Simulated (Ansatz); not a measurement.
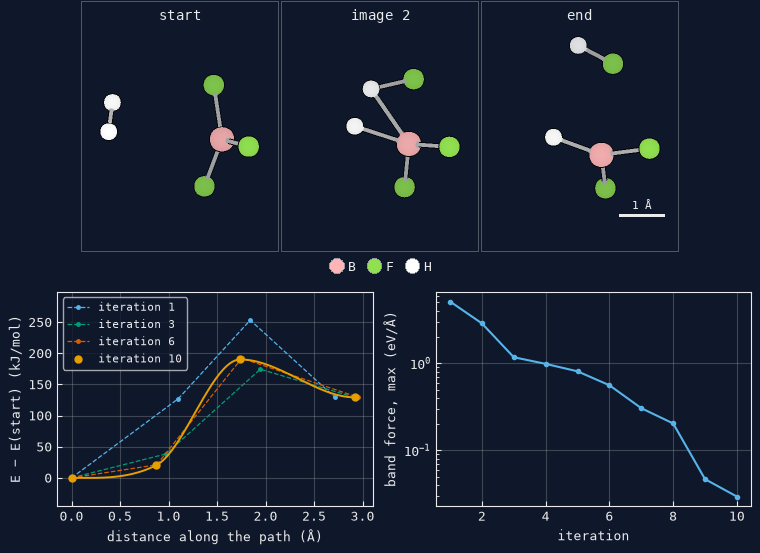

A search for the minimum-energy path of BH2F3, made up of BF3 and H$_{2}$ by the nudged elastic band. Images are numbered from 0 (start) to 3 (end). The plot follows the band through its iterations. The picture is a ball-and-stick view, seen at a tilt.

These are results of Ansatz, RKS BLYP-D4/def2-SVP, not measurements. Run with 2 movable images; climbing image; force threshold 0.03 eV/Å; iteration limit 60; starting path through a guess of the saddle point.

Did the band converge, and can the barrier be trusted?

Answer. The run is converged, with reservations. The band converged in 10 iterations. The largest component of the band force went from 5.1 to 0.03 eV/Å. The climbing image converged on the top of the path. Its curvatures weren't checked. So few images resolve the path coarsely. The first iteration put the highest image at 253.3 kJ/mol. The energy climbs by 190.2 kJ/mol to image 2 and then falls by 60.9 kJ/mol, so the end point sits at +129.2 kJ/mol.

Limits of the set-up: the start holds two separate molecules, 2.7 Å apart at their closest, whose relative position is a soft coordinate.

Cost: 15 s on 1 thread of Intel(R) Xeon(R) 6975P-C (Granite Rapids), on a shared host, peak memory 0.12 GiB.
